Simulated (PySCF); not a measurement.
## Frequency calculation, with input and output: RuSH

System: RuSH, multiplicity 4.
Method: UKS-based PBE0, Ru def2-TZVP with ECP28, S def2-TZVP, H def2-TZVP; non-relativistic Hamiltonian with a scalar-relativistic core potential; density fitting (PySCF 2.14.0).

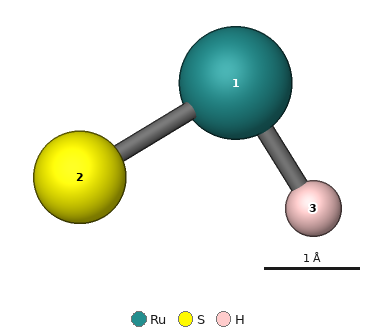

Figure 1. The input geometry (ball-and-stick view, seen at an oblique angle; atoms are numbered from 1 in the order of the input). Sticks mark near contacts.

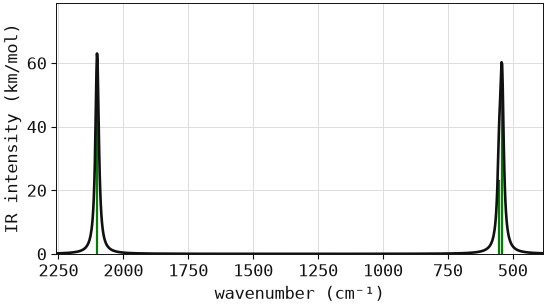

Figure 2. Harmonic infrared spectrum, unscaled: sticks (degenerate modes added up, dark ones marked on the axis) with a Lorentzian envelope of 16 cm⁻¹ full width, scaled to the tallest stick. 3 modes from 541 to 2101 cm⁻¹, none imaginary. The strongest line is at 2101 cm⁻¹ (63 km/mol). All modes, in cm⁻¹ (km/mol): 541 (52), 552 (23), 2101 (63).

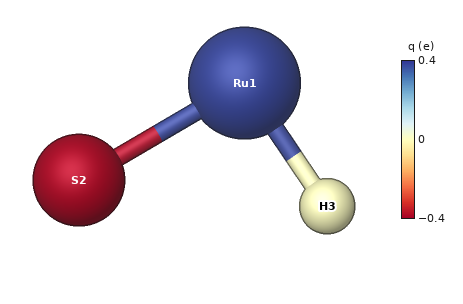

Figure 3. Mulliken charges, as the colour of each atom (ball-and-stick view, seen on its broad side; atoms are numbered from 1 in the order of the input). By element: Ru +0.38, S −0.38 and H 0.00 e.

These pictures come from the run below.

Input file
```python
from pyscf import gto, scf, dft
mol = gto.M(atom='''
Ru     0.353178     0.000000    -0.327346
S     -1.178035     0.000000     1.029836
H      1.464728     0.000000     0.783454''',
    basis={'Ru': 'def2-TZVP', 'S': 'def2-TZVP', 'H': 'def2-TZVP'},
    ecp={'Ru': 'def2-TZVP'},
    charge=0, spin=3)
mf = dft.UKS(mol, xc='PBE0')
mf.grids.atom_grid = (75, 302)
aux = {'Ru': 'def2-universal-JKFIT', 'S': 'def2-universal-JKFIT', 'H': 'def2-universal-JKFIT'}
mf = mf.density_fit(auxbasis=aux)
mf.conv_tol = 1e-09
mf.diis_space = 10
mf.max_cycle = 60
mf.verbose = 4
mf.kernel()
```

The script is an equivalent of the set-up of the self-consistent field. The run itself was carried out by a driver, which started from the orbitals of the step before it where there was one and computed the further properties.

Command:
```bash
OMP_NUM_THREADS=2 python axn.py task.json out
```

Output
```
init E= -493.518966113996
  alpha nocc = 18  HOMO = -0.237052429444374  LUMO = -0.0668109705618065
  beta  nocc = 15  HOMO = -0.244572913870716  LUMO = -0.106513884712834
  HOMO = -0.237052429444  LUMO = -0.106513884713  gap/eV = 3.55213
cycle= 1 E= -493.518966113837  delta_E= 1.59e-10  |g|= 1.9e-05  |ddm|= 1.51e-05
  alpha nocc = 18  HOMO = -0.237052251387099  LUMO = -0.0668143211613046
  beta  nocc = 15  HOMO = -0.244581755208325  LUMO = -0.10651780543364
  HOMO = -0.237052251387  LUMO = -0.106517805434  gap/eV = 3.55202
cycle= 2 E= -493.518966111658  delta_E= 2.18e-09  |g|= 7.08e-05  |ddm|= 5.36e-05
  alpha nocc = 18  HOMO = -0.237051996572641  LUMO = -0.0668115656410534
  beta  nocc = 15  HOMO = -0.244574516170016  LUMO = -0.106514435916628
  HOMO = -0.237051996573  LUMO = -0.106514435917  gap/eV = 3.55211
cycle= 3 E= -493.518966114013  delta_E= -2.35e-09  |g|= 1.53e-06  |ddm|= 4.16e-05
  alpha nocc = 18  HOMO = -0.23705222722633  LUMO = -0.0668116304564709
  beta  nocc = 15  HOMO = -0.24457466330056  LUMO = -0.106514607239062
  HOMO = -0.237052227226  LUMO = -0.106514607239  gap/eV = 3.55211
cycle= 4 E= -493.518966114011  delta_E= 1.71e-12  |g|= 2.3e-07  |ddm|= 1.37e-06
  alpha nocc = 18  HOMO = -0.23705223298046  LUMO = -0.0668116478022928
  beta  nocc = 15  HOMO = -0.24457469565844  LUMO = -0.106514631153752
  HOMO = -0.23705223298  LUMO = -0.106514631154  gap/eV = 3.55211
Extra cycle  E= -493.518966114013  delta_E= -2.05e-12  |g|= 2.48e-07  |ddm|= 8.1e-07
converged SCF energy = -493.518966114013  <S^2> = 3.7716836  2S+1 = 4.0108272
```

Key numbers

| quantity | value |
| --- | --- |
| outcome | converged |
| total energy | −493.518966 hartree |
| ⟨S²⟩ | 3.772 |
| zero-point energy | 0.007277 hartree |
| dipole moment | 3.49 D |
| wavenumbers, lowest and highest | 541 and 2101 cm⁻¹ |
| hardware | 2 threads of Intel Xeon (Sapphire Rapids), 64 GiB of memory available, shared host |
| wall time | 64 s (CPU time 2.1 min) |
| peak memory | 0.81 GiB |
